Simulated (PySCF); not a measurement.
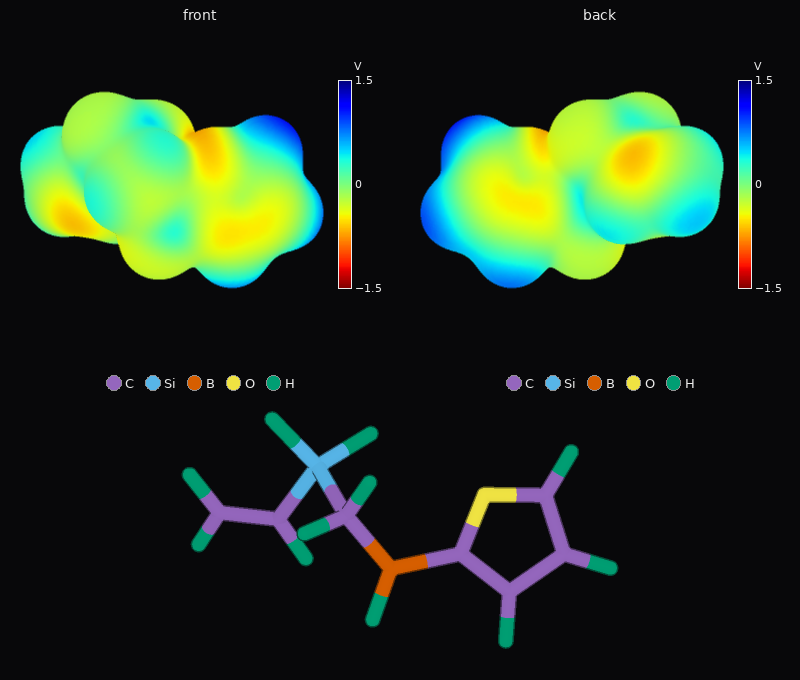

Figure. C7H11BOSi (SMILES C=C[SiH2]CBc1ccco1). The molecular electrostatic potential painted on the density surface at 0.001 e/bohr³, seen from the front and from behind; the colour scale runs from red (negative) to blue (positive). The bare structure is drawn below in the same view.

Geometry: GFN2-xTB.

These are results of PBE0/pcSseg-1, SCF density, gas phase, non-relativistic (PySCF), not measurements.

Input

```
{"job": {"kind": "nmr", "xc": "PBE0", "basis": "pcSseg-1"}, "charge": 0, "multiplicity": 1}
C     -4.019939    -0.247178     0.405570
C     -2.696258    -0.253577     0.431057
Si    -1.579179    -0.593703    -1.047564
C     -0.386632     0.888470    -1.304292
B      0.420086     1.130000    -0.000493
C      1.671917     0.292545     0.288732
C      2.551032     0.310941     1.355006
C      3.526588    -0.673575     1.115317
C      3.187121    -1.236800    -0.081926
O      2.091509    -0.671003    -0.582613
H     -4.567346    -0.449607    -0.501088
H     -4.622111    -0.040373     1.278063
H     -2.203334    -0.038085     1.373024
H     -0.824345    -1.831893    -0.804993
H     -2.391130    -0.747065    -2.265005
H      0.243921     0.609992    -2.147264
H     -0.990214     1.743354    -1.606699
H      0.081710     1.910492     0.806193
H      2.493356     0.962565     2.203688
H      4.360397    -0.931610     1.736515
H      3.643932    -2.023663    -0.651700
```

Run with:

```sh
OMP_NUM_THREADS=1 python probes_run.py task.json out
```

> Describe the electrostatic potential map.

The most negative region (about −0.7 V) lies over O10, the most positive (about +1.0 V) over H21.
